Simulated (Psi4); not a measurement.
**HS (SMILES [SH]) at UMP2/aug-cc-pVDZ (density fitting, density fitting for correlation, sweep point 7)**

Aim: the vertical doublet–quartet gap of HS at UMP2/aug-cc-pVDZ (density fitting, density fitting for correlation, sweep point 7), from 2 runs. Input form: a Python script.

The calculation is run with Psi4 1.11.

4 further runs of the same task are left out: 4 set aside as unsound or not needed.

**1. The system as given**

HS: 2 atoms, total charge 0, spin state doublet. As SMILES, `[SH]`. Geometry: relaxed at PBE0-D4/def2-TZVP.

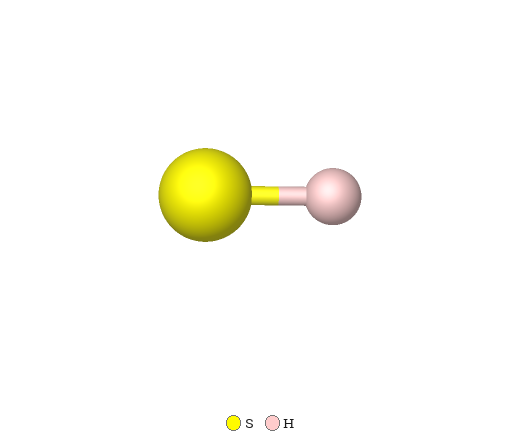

Viewed from a chosen angle; sulfur yellow, hydrogen pink.

**2. A single-point energy at UMP2/aug-cc-pVDZ (density fitting, density fitting for correlation, sweep point 7)**

run.py

```python
import psi4

psi4.set_memory('1600 MB')
psi4.set_num_threads(1)
psi4.set_output_file('output.dat', False)

mol = psi4.geometry("""
0 2
S      1.08576104    -0.35490946     0.55833848
H     -1.08576104     0.35490946    -0.55833848
units bohr
symmetry c1
""")

options = {'basis': 'aug-cc-pVDZ', 'reference': 'uhf', 'puream': True, 'scf_type': 'df', 'num_frozen_docc': 5, 'd_convergence': 1e-10, 'e_convergence': 1e-10, 'maxiter': 100}
psi4.set_options(options)

result, w = psi4.energy('mp2', return_wfn=True)
print('E =', round(result, 9))
```

Launch:

```sh
$ python run.py
```

output.dat:

```text
[...]
  Running in c1 symmetry.
[...]
  Nuclear repulsion =    6.292039457369341
[...]
  Multiplicity = 2
[...]
  Nalpha       = 9
  Nbeta        = 8
[...]
    Number of basis functions: 36
[...]
   @DF-UHF iter   1:  -398.07554671805627   -4.36744e-01   3.62792e-03 DIIS/ADIIS
[...]
   @DF-UHF iter  16:  -398.09213525772640   -5.68434e-14   2.10364e-11 DIIS
[...]
   @S^2 Observed:                7.609443336E-01
[...]
    Orbital Energies [Eh]
    ---------------------
    Alpha Occupied:
       1A    -91.995142     2A     -8.995786     3A     -6.691576
       4A     -6.673690     5A     -6.670660     6A     -0.990587
       7A     -0.551987     8A     -0.469984     9A     -0.402913
    Alpha Virtual:
      10A      0.037344    11A      0.109170    12A      0.112488
      13A      0.123634    14A      0.177934    15A      0.188652
      16A      0.292947    17A      0.312118    18A      0.357135
      19A      0.357433    20A      0.446719    21A      0.516205
      22A      0.534892    23A      0.553791    24A      0.791521
      25A      0.819975    26A      0.833278    27A      0.862397
[...]
  @DF-UHF Final Energy:  -398.09213525772640
   => Energetics <=
    Nuclear Repulsion Energy =              6.2920394573693414
    One-Electron Energy =                -562.5613006719028135
    Two-Electron Energy =                 158.1771259568070604
    Total Energy =                       -398.0921352577263974
  UHF NO Occupations:
  HONO-2 :    7  A 1.9997153
  HONO-1 :    8  A 1.9950320
[...]
 Multipole Moments:
 ------------------------------------------------------------------------------------
     Multipole            Electronic (a.u.)      Nuclear  (a.u.)        Total (a.u.)
 ------------------------------------------------------------------------------------
 L = 1.  Multiply by 2.5417464519 to convert [e a0] to [Debye]
 Dipole X            :         -0.0000000            0.0000000           -0.0000000
 Dipole Y            :         -0.0000000           -0.0000000           -0.0000000
 Dipole Z            :          0.8683266           -1.2218637           -0.3535372
 Magnitude           :                                                    0.3535372
[...]
```

Standard output:

```text
E = -398.212325769
```

It took 3.3 s on 1 thread of Intel Xeon at 2.70GHz, shared host; peak memory 0.24 GiB.

**3. The quartet**

job.py

```python
import psi4

psi4.set_memory('1600 MB')
psi4.set_num_threads(1)
psi4.core.set_output_file('psi4.out', False)

m = psi4.geometry("""
0 4
S      1.08576104    -0.35490946     0.55833848
H     -1.08576104     0.35490946    -0.55833848
units bohr
symmetry c1
""")

options = {'basis': 'aug-cc-pVDZ', 'reference': 'uhf', 'puream': True, 'scf_type': 'df', 'num_frozen_docc': 5, 'd_convergence': 1e-10, 'e_convergence': 1e-10, 'maxiter': 100}
psi4.set_options(options)

e, wfn = psi4.energy("mp2", return_wfn=True)
print('E =', round(e, 9))
for k, v in sorted(psi4.core.scalar_variables().items()):
    print(f'{k:45s} {v:18.10f}')
```

Launch:

```sh
$ python job.py
```

psi4.out:

```text
[...]
  Running in c1 symmetry.
[...]
  Nuclear repulsion =    6.292039457369341
[...]
  Multiplicity = 4
[...]
  Nalpha       = 10
  Nbeta        = 7
[...]
    Number of basis functions: 36
[...]
   @DF-UHF iter   1:  -397.86683800032273   -2.28035e-01   5.02169e-03 DIIS/ADIIS
[...]
   @DF-UHF iter  17:  -397.90819378085109    2.84217e-13   4.26600e-11 DIIS
[...]
   @S^2 Observed:                3.760980609E+00
[...]
    Orbital Energies [Eh]
    ---------------------
    Alpha Occupied:
       1A    -92.121776     2A     -9.123454     3A     -6.813719
       4A     -6.813719     5A     -6.795965     6A     -1.135673
       7A     -0.654689     8A     -0.581447     9A     -0.581447
      10A     -0.163904
    Alpha Virtual:
      11A      0.076835    12A      0.082605    13A      0.083747
      14A      0.083747    15A      0.147590    16A      0.254566
      17A      0.254566    18A      0.270897    19A      0.270897
      20A      0.395642    21A      0.480056    22A      0.480056
      23A      0.524703    24A      0.712830    25A      0.712830
[...]
  @DF-UHF Final Energy:  -397.90819378085109
   => Energetics <=
    Nuclear Repulsion Energy =              6.2920394573693414
    One-Electron Energy =                -560.6214968985241285
    Two-Electron Energy =                 156.4212636603037083
    Total Energy =                       -397.9081937808510929
  UHF NO Occupations:
  HONO-2 :    8  A 1.0000000
  HONO-1 :    9  A 1.0000000
[...]
 Multipole Moments:
 ------------------------------------------------------------------------------------
     Multipole            Electronic (a.u.)      Nuclear  (a.u.)        Total (a.u.)
 ------------------------------------------------------------------------------------
 L = 1.  Multiply by 2.5417464519 to convert [e a0] to [Debye]
 Dipole X            :         -0.0000000            0.0000000           -0.0000000
 Dipole Y            :          0.0000000           -0.0000000            0.0000000
 Dipole Z            :          2.1162986           -1.2218637            0.8944349
 Magnitude           :                                                    0.8944349
[...]
```

Standard output:

```text
E = -398.012593428
CURRENT CORRELATION ENERGY                         -0.1043996475
CURRENT ENERGY                                   -398.0125934284
CURRENT REFERENCE ENERGY                         -397.9081937809
CUSTOM SCS-MP2 CORRELATION ENERGY                  -0.1010635561
CUSTOM SCS-MP2 TOTAL ENERGY                      -398.0092573370
DD SOLVATION ENERGY                                 0.0000000000
HF KINETIC ENERGY                                 398.1306904100
HF POTENTIAL ENERGY                              -796.0388841909
HF TOTAL ENERGY                                  -397.9081937809
HF VIRIAL RATIO                                     1.9994411468
MP2 CORRELATION ENERGY                             -0.1043996475
MP2 DOUBLES ENERGY                                 -0.1043996475
MP2 OPPOSITE-SPIN CORRELATION ENERGY               -0.0764580849
MP2 SAME-SPIN CORRELATION ENERGY                   -0.0279415626
MP2 SINGLES ENERGY                                 -0.0000000000
MP2 TOTAL ENERGY                                 -398.0125934284
NUCLEAR REPULSION ENERGY                            6.2920394574
ONE-ELECTRON ENERGY                              -560.6214968985
PCM POLARIZATION ENERGY                             0.0000000000
PE ENERGY                                           0.0000000000
SCF ITERATION ENERGY                             -397.9081937809
SCF ITERATIONS                                     17.0000000000
SCF TOTAL ENERGY                                 -397.9081937809
SCS-MP2 CORRELATION ENERGY                         -0.1010635561
SCS-MP2 TOTAL ENERGY                             -398.0092573370
TWO-ELECTRON ENERGY                               156.4212636603
```

It took 2.9 s on 1 thread of Intel Xeon at 2.70GHz, shared host; peak memory 0.24 GiB.

**4. Outcome**

At UMP2/aug-cc-pVDZ (density fitting, density fitting for correlation, sweep point 7), 5 core orbitals frozen:

| quantity | value |
| --- | --- |
| doublet: total energy | -398.21233 Eh |
| doublet: HOMO energy (Hartree–Fock orbitals) (highest over α and β) | -10.30 eV |
| doublet: LUMO energy (Hartree–Fock orbitals) (lowest over α and β) | -0.17 eV |
| doublet: correlation energy (5 core orbitals frozen) | -120.2 mEh |
| doublet: ⟨S²⟩ of the reference determinant | 0.761 |
| quartet: total energy | -398.01259 Eh |
| quartet: HOMO energy (Hartree–Fock orbitals) (highest over α and β) | -4.46 eV |
| quartet: LUMO energy (Hartree–Fock orbitals) (lowest over α and β) | -1.68 eV |
| quartet: correlation energy (5 core orbitals frozen) | -104.4 mEh |
| quartet: ⟨S²⟩ of the reference determinant | 3.761 |
| vertical energy of the quartet above the doublet | 5.435 eV |

In words: At this shape the quartet lies 5.43 eV (524 kJ/mol) above the doublet.
